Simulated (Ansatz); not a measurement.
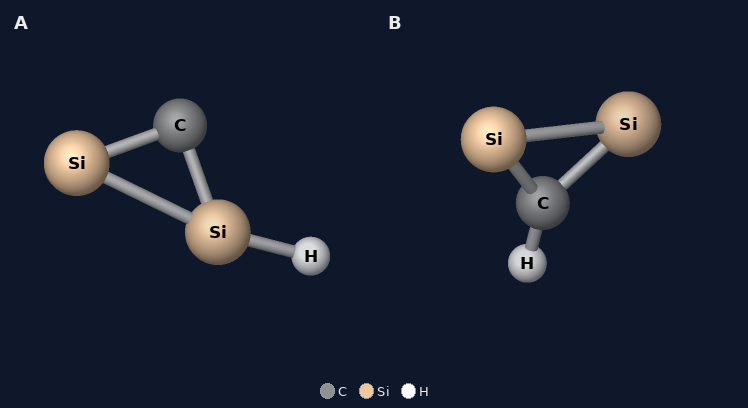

2 stationary structures of one formula. State: neutral, doublet. Geometries: PBE-D4/def2-SVP. Electronic energies: PBE-D4/def2-SVP (Ansatz 0.2.0), without zero-point energy. No frequency run is at hand to confirm each as a minimum.

### Rank them by energy, lowest first.

B is lowest (C2v); A lies 1.622 eV above it (Cs).
